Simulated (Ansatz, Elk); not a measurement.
## Bonding as seen by X-rays: YGa3Fe2

Structure refinements treat a crystal as free atoms side by side. For a made-up structure of YGa3Fe2 (cell and positions from a PBEsol relaxation) the runs below show what the calculated density changes in F(hkl).

Main program and level: Elk 11.2.3 (patched build); DFT, PBE, all-electron APW+lo, Dirac cores, scalar-relativistic bands, static density, ferromagnetic start.

The structure was built from a prototype and need not be the compound's stable phase.

## Step 1: Set-up

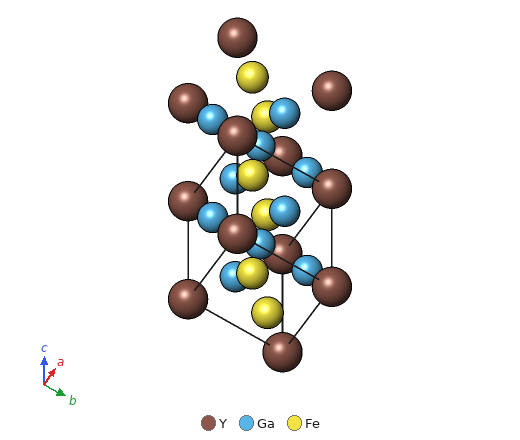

The starting structure, seen from a free direction (yttrium brown, gallium blue, iron yellow). 1×1×2 cells are drawn. Some periodic images of atoms are drawn too.

## Step 2: Ground state and structure factors

An all-electron density is needed, since X-rays see the cores too. Task 0 finds the density and task 195 Fourier-transforms it; tshift is off so that phases refer to the origin typed.

Input file elk.in:

```
tasks
  0
  195
  196

xctype
  20

spinpol
  .true.

rgkmax
  7.0

gmaxvr
  14.0

lmaxo
  7

lmaxapw
  8

swidth
  0.002

tshift
  .false.

ramdisk
  .false.

hmaxvr
  5.5

maxscl
  120

epspot
  1e-06

reducebf
  0.8

sppath
  './'

avec
  9.82290334351 0.00000000000 -0.00000000000
  -4.91145167175 8.50688383440 -0.00000000000
  -0.00000000000 -0.00000000000 7.48814844004

atoms
  3
  'Y.in'
  1
  -0.0000000000 -0.0000000000 0.0000000000   0.000000 0.000000 0.000000
  'Ga.in'
  3
  -0.0000000000 0.5000000000 0.5000000000   0.000000 0.000000 0.000000
  0.5000000000 0.5000000000 0.5000000000   0.000000 0.000000 0.000000
  0.5000000000 0.0000000000 0.5000000000   0.000000 0.000000 0.000000
  'Fe.in'
  2
  0.6666666667 0.3333333333 -0.0000000000   0.000000 0.000000 -0.085000
  0.3333333333 0.6666666667 0.0000000000   0.000000 0.000000 -0.085000

ngridk
  4 4 5
```

Launch:

```
$ OMP_NUM_THREADS=4 elk
```

Numbers of over 12 decimals in the logs are rounded to 6 here.

Output:

```text
┌─────────────────────────┐
│ Elk code version 11.2.3 │
└─────────────────────────┘

All units are atomic (Hartree, Bohr, etc.)

┌─────────────────────────────────────────────────┐
│ Ground-state run starting from atomic densities │
└─────────────────────────────────────────────────┘

Lattice vectors :
   9.822903344       0.000000000      -0.000000000
  -4.911451672       8.506883834      -0.000000000
  -0.000000000      -0.000000000       7.488148440

Reciprocal lattice vectors :
  0.6396464556      0.3693000533       0.000000000
   0.000000000      0.7386001066       0.000000000
   0.000000000       0.000000000      0.8390839682

Unit cell volume      :    625.7268889
Brillouin zone volume :   0.3964192971

Muffin-tin inner radius fraction :   0.1000000000E-01

Nuclei treated as point charges

Species : 1 (Y)
 parameters loaded from : Y.in
 name : yttrium
 nuclear charge    :   -39.00000000
 electronic charge :    39.00000000
 atomic mass :    162065.4503
 muffin-tin radius :    2.600000000
 number of radial points in muffin-tin :   1193
 inner part over the whole radius :   0.9871815862E-02
 number on inner part of muffin-tin    :    847
 approximate nuclear radius :   0.8135895711E-04
 number of mesh points to nuclear radius :    416
 atomic positions (lattice), magnetic fields (Cartesian) :
  1 :   0.00000000  0.00000000  0.00000000    0.00000000  0.00000000  0.00000000

Species : 2 (Ga)
 parameters loaded from : Ga.in
 name : gallium
 nuclear charge    :   -31.00000000
 electronic charge :    31.00000000
 atomic mass :    127097.2539
 muffin-tin radius :    2.323343970
 number of radial points in muffin-tin :    993
 inner part over the whole radius :   0.9890510205E-02
 number on inner part of muffin-tin    :    701
 approximate nuclear radius :   0.7562051033E-04
 number of mesh points to nuclear radius :    339
 atomic positions (lattice), magnetic fields (Cartesian) :
  1 :   0.00000000  0.50000000  0.50000000    0.00000000  0.00000000  0.00000000
  2 :   0.50000000  0.50000000  0.50000000    0.00000000  0.00000000  0.00000000
  3 :   0.50000000  0.00000000  0.50000000    0.00000000  0.00000000  0.00000000

Species : 3 (Fe)
 parameters loaded from : Fe.in
 name : iron
 nuclear charge    :   -26.00000000
 electronic charge :    26.00000000
 atomic mass :    101799.2075
 muffin-tin radius :    2.323343970
 number of radial points in muffin-tin :    993
 inner part over the whole radius :   0.9991574202E-02
 number on inner part of muffin-tin    :    700
 approximate nuclear radius :   0.7160107270E-04
 number of mesh points to nuclear radius :    332
 atomic positions (lattice), magnetic fields (Cartesian) :
  1 :  -0.33333333  0.33333333  0.00000000    0.00000000  0.00000000 -0.08500000
  2 :   0.33333333 -0.33333333  0.00000000    0.00000000  0.00000000 -0.08500000

Total number of atoms per unit cell :    6
Total muffin-tin volume :    336.2853268
 ratio of muffin-tin to unit cell volume :   0.5374314782

Spin treatment :
 spin-polarised
 global magnetic field (Cartesian) :    0.000000000       0.000000000       0.000000000
 collinear magnetisation in z-direction

Number of Bravais lattice symmetries :   24
Number of crystal symmetries         :   24
Crystal has inversion symmetry
Real symmetric eigensolver will be used

k-point grid :      4     4     5
k-point offset :    0.000000000       0.000000000       0.000000000
k-point set is reduced with full crystal symmetry group
Total number of k-points :       12

Muffin-tin radius times maximum |G+k| :    7.000000000
 using average radius
Maximum |G+k| for APW functions       :    2.954267964
Maximum (1/2)|G+k|²                   :    4.363849600
Maximum |G| for potential and density :    14.00000000
Constant for pseudocharge density :    9
 order of it for each species :   16  16  16
 order of it for pair densities of each species (exact exchange by exxq0 0: 17) :   12   9   9
Radial integration step length :    1

G-vector grid sizes :     45    45    35
[...]
Absolute change in total energy (target)   :    1.545495168     (  0.1000000000E-03)

[... loops 3 to 24 left out ...]

┌──────────────────┐
│ Loop number : 25 │
└──────────────────┘

Energies :
 Fermi                       :     0.311041
 sum of occupied eigenvalues :     -6809.0961457581
 electron kinetic            :      12021.175034742
 core electron kinetic       :      11280.006874002
 Coulomb                     :     -23335.984210332
 Coulomb potential           :     -18246.496538861
 nuclear-nuclear             :     -1716.0140844995
 electron-nuclear            :     -25044.335329084
 Hartree                     :      3424.3652032522
 Madelung                    :     -14212.735940901
 xc potential                :     -583.68121863016
 xc effective B-field        :    -0.93421550104371E-01
 external B-field            :      0.000000
 exchange                    :     -439.94308050564
 correlation                 :     -8.972746
 electron entropic           :    -0.22222315703183E-02
 total energy                :     -11763.727223901
 (external B-field energy excluded from total)

Density of states at Fermi energy :    173.2326619
 (states/Hartree/unit cell)

Estimated indirect band gap :   0.9274054055E-03
 from k-point 2 to k-point 10
Estimated direct band gap   :   0.2611939440E-02
 at k-point 12

Charges :
 core                        :    102.0000000
 valence                     :    82.00000000
 interstitial                :    8.003541621
 muffin-tins (core leakage)
  species : 1 (Y)
[...]
species : 2 (Ga)
[...]
species : 3 (Fe)
[...]
total in muffin-tins        :    175.9964584
 total calculated charge     :    183.9963267
 total charge                :    184.0000000
 error                       :   0.3673285343E-02

Moments :
 interstitial                :   0.5990116546E-01
 muffin-tins
  species : 1 (Y)
[...]
species : 2 (Ga)
[...]
species : 3 (Fe)
[...]
total in muffin-tins        :    2.902389472
 total moment                :    2.962290638

RMS change in Kohn-Sham potential (target) :   0.9676808746E-06 (  0.1000000000E-05)
Absolute change in total energy (target)   :   0.4906629511E-04 (  0.1000000000E-03)

Convergence targets achieved

┌──────────────────┐
│ Loop number : 26 │
└──────────────────┘

Energies :
 Fermi                       :     0.311041
 sum of occupied eigenvalues :     -6809.0961332728
 electron kinetic            :      12021.174997805
 core electron kinetic       :      11280.006871564
 Coulomb                     :     -23335.984173422
 Coulomb potential           :     -18246.496560269
 nuclear-nuclear             :     -1716.0140844995
 electron-nuclear            :     -25044.335236067
 Hartree                     :      3424.3651471447
 Madelung                    :     -14212.735893288
 xc potential                :     -583.68115284776
 xc effective B-field        :    -0.93414076245402E-01
 external B-field            :      0.000000
 exchange                    :     -439.94307251745
 correlation                 :     -8.972746
 electron entropic           :    -0.22221118961391E-02
 total energy                :     -11763.727216209
 (external B-field energy excluded from total)

Density of states at Fermi energy :    173.2203346
 (states/Hartree/unit cell)

Estimated indirect band gap :   0.9260601380E-03
 from k-point 2 to k-point 10
Estimated direct band gap   :   0.2611607426E-02
 at k-point 12

Charges :
 core                        :    102.0000000
 valence                     :    82.00000000
 interstitial                :    8.003543231
 muffin-tins (core leakage)
  species : 1 (Y)
[...]
species : 2 (Ga)
[...]
atom 3                    :    29.73173093     (  0.1147599183E-02)
  species : 3 (Fe)
   atom 1                    :    24.98311541     ( -0.2239399670E-06)
   atom 2                    :    24.98311541     ( -0.2239399670E-06)
 total in muffin-tins        :    175.9964568
 total calculated charge     :    183.9963267
 total charge                :    184.0000000
 error                       :   0.3673288100E-02

Moments :
 interstitial                :   0.5991292655E-01
 muffin-tins
  species : 1 (Y)
[...]
species : 2 (Ga)
[...]
atom 3                    :  -0.4712395587E-01
  species : 3 (Fe)
   atom 1                    :    1.511280965
   atom 2                    :    1.511280965
 total in muffin-tins        :    2.902262255
 total moment                :    2.962175182

┌──────────────────────────────┐
│ Self-consistent loop stopped │
└──────────────────────────────┘

Warning : core states of species 2 leak from the muffin-tin :   0.1147599183E-02

Wrote STATE.OUT
```

The job ended after 4.1 min (4 threads of Arm Neoverse V1, shared host; peak memory 0.58 GiB; 15 min of CPU time).

SFACRHO.OUT:

```text

h k l indices transformed by vhmat matrix:
   1.000000000       0.000000000       0.000000000    
   0.000000000       1.000000000       0.000000000    
   0.000000000       0.000000000       1.000000000    

      h      k      l  multipl.   |H|            Re(F)            Im(F)           |F|

      0      0      0      1   0.0000000       184.00000      0.22748733E-16   184.00000    
      1     -1      0      6  0.73860011      -17.052942      0.43418525E-14   17.052942    
      0      0      1      2  0.83908397      -3.0071767      0.94876086E-14   3.0071767    
      0      1      1     12   1.1178515       36.866930     -0.21709262E-14   36.866930    
     -1      2      0      6   1.2792929       46.370337      0.47464239E-14   46.370337    
     -2      2      0      6   1.4772002       82.456568     -0.86837050E-14   82.456568    
      1      1     -1     12   1.5299190       90.815097     -0.52127877E-14   90.815097    
      0      0     -2      2   1.6781679       133.27100      0.16963559E-13   133.27100    
     -2      2      1     12   1.6988768      -58.261648     -0.19538336E-13   58.261648    
     -1      1     -2     12   1.8335151      -11.957836     -0.10854631E-13   11.957836    
      3     -2      0     12   1.9541522      -11.597905      0.28222041E-13   11.597905    
     -2      1      2     12   2.1101749       37.317786      0.23983679E-13   37.317786    
     -2      3     -1     24   2.1266812       30.421610      -0.0000000       30.421610    
      3      0      0      6   2.2158003       36.339240      0.67724843E-14   36.339240    
      0     -2     -2     12   2.2357030       70.115988      0.17367410E-13   70.115988    
     -3      3     -1     12   2.3693529       74.069252     -0.64067765E-14   74.069252    
      0      0     -3      2   2.5172519      -4.0436483     -0.20946074E-13   4.0436483    
     -4      2      0      6   2.5585858       108.04569      0.34415459E-13   108.04569
```

Elk indexes on the primitive cell of elk.in and gives |H| = 4π sin θ/λ in inverse bohr. Below, one row stands for each form hkl of the conventional cell (m members, Friedel mates merged), F is for one primitive cell and the density is static (no thermal factor). Free-atom factors are Waasmaier and Kirfel's, and R is Σm||F|−|F'||/Σm|F|.

| hkl | m | sin θ/λ (Å⁻¹) | abs F, DFT | neutral atoms | diff. |
| --- | --- | --- | --- | --- | --- |
| 100 | 6 | 0.111 | 17.053 | 16.744 | +0.309 |
| 001 | 2 | 0.126 | 3.007 | 3.611 | -0.604 |
| 101 | 12 | 0.168 | 36.867 | 36.973 | -0.106 |
| 110 | 6 | 0.192 | 46.370 | 46.403 | -0.032 |
| 200 | 6 | 0.222 | 82.457 | 82.846 | -0.389 |
| 111 | 12 | 0.230 | 90.815 | 91.274 | -0.459 |
| 002 | 2 | 0.252 | 133.271 | 134.296 | -1.025 |
| 201 | 12 | 0.256 | 58.262 | 58.908 | -0.647 |
| 102 | 12 | 0.276 | 11.958 | 12.384 | -0.426 |
| 210 | 12 | 0.294 | 11.598 | 11.912 | -0.314 |
| 112 | 12 | 0.317 | 37.318 | 37.320 | -0.002 |
| 211 | 24 | 0.320 | 30.422 | 30.444 | -0.023 |
| 300 | 6 | 0.333 | 36.339 | 36.301 | +0.038 |
| 202 | 12 | 0.336 | 70.116 | 70.393 | -0.277 |
| 301 | 12 | 0.356 | 74.069 | 74.177 | -0.108 |
| 003 | 2 | 0.379 | 4.044 | 4.242 | -0.199 |
| 220 | 6 | 0.385 | 108.046 | 108.234 | -0.188 |
| 212 | 24 | 0.387 | 9.280 | 9.396 | -0.116 |
| 103 | 12 | 0.395 | 27.679 | 27.668 | +0.011 |
| 310 | 12 | 0.401 | 8.956 | 9.041 | -0.085 |
| 221 | 12 | 0.405 | 3.873 | 4.009 | -0.137 |
| 302 | 12 | 0.418 | 31.576 | 31.567 | +0.009 |

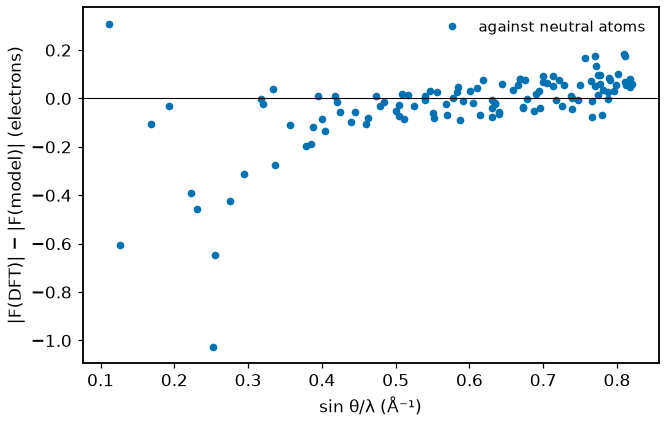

Difference between the calculated structure factors and the independent-atom ones.

## Step 3: The magnetisation density

The same run holds the spin density, and task 196 transforms it. The order is that of the start, and no other was tried.

SFACMAG_1.OUT:

```text

h k l indices transformed by vhmat matrix:
   1.000000000       0.000000000       0.000000000    
   0.000000000       1.000000000       0.000000000    
   0.000000000       0.000000000       1.000000000    

      h      k      l  multipl.   |H|            Re(F)            Im(F)           |F|

      0      0      0      1   0.0000000       2.9621753      0.44707194E-19   2.9621753    
      1     -1      0      6  0.73860011      -1.1710114      0.13568289E-15   1.1710114    
      0      0      1      2  0.83908397       2.6336080     -0.88070331E-17   2.6336080    
      0      1      1     12   1.1178515      -1.3115002      -0.0000000       1.3115002    
     -1      2      0      6   1.2792929       2.2424961      0.24007822E-16   2.2424961    
     -2      2      0      6   1.4772002     -0.96003087     -0.94978023E-15  0.96003087    
      1      1     -1     12   1.5299190       1.9065733     -0.93889740E-15   1.9065733    
      0      0     -2      2   1.6781679       1.9701812     -0.14656246E-17   1.9701812    
     -2      2      1     12   1.6988768     -0.88891806     -0.81409734E-15  0.88891806    
     -1      1     -2     12   1.8335151     -0.83904426     -0.27136578E-15  0.83904426    
      3     -2      0     12   1.9541522     -0.63966735      0.40704867E-15  0.63966735    
     -2      1      2     12   2.1101749       1.3293248      0.61619829E-15   1.3293248    
     -2      3     -1     24   2.1266812     -0.58275275      0.67841445E-16  0.58275275    
      3      0      0      6   2.2158003       1.1014135     -0.99589122E-15   1.1014135    
      0     -2     -2     12   2.2357030     -0.63001242     -0.54273156E-15  0.63001242    
     -3      3     -1     12   2.3693529      0.99684685     -0.90101919E-17  0.99684685
```

The total moment is 2.96 μB a cell; sphere moments: Y1 +0.02, Ga2 -0.05, Ga3 -0.05, Ga4 -0.05, Fe5 +1.51, Fe6 +1.51 μB. Polarised neutrons measure spin and orbital magnetisation together; without spin-orbit coupling the run gives the spin part:

| hkl | sin θ/λ (Å⁻¹) | abs F_M (μB) |
| --- | --- | --- |
| 100 | 0.111 | 1.171 |
| 001 | 0.126 | 2.634 |
| 101 | 0.168 | 1.312 |
| 110 | 0.192 | 2.243 |
| 200 | 0.222 | 0.960 |
| 111 | 0.230 | 1.907 |
| 002 | 0.252 | 1.970 |
| 201 | 0.256 | 0.889 |
| 102 | 0.276 | 0.839 |
| 210 | 0.294 | 0.640 |
| 112 | 0.317 | 1.329 |
| 211 | 0.320 | 0.583 |
| 300 | 0.333 | 1.101 |
| 202 | 0.336 | 0.630 |

(Continued in part 2 of 2.)

[Logs are printed without paths, hosts, clocks, repeated set-up lines and the standing remarks that a program may print on its own settings, such as how far it seeks lower states.]

[Hosts, paths, dates, database ids (printed as entryN), source tags and the programs' standing remarks are cut or masked in the printed files.]
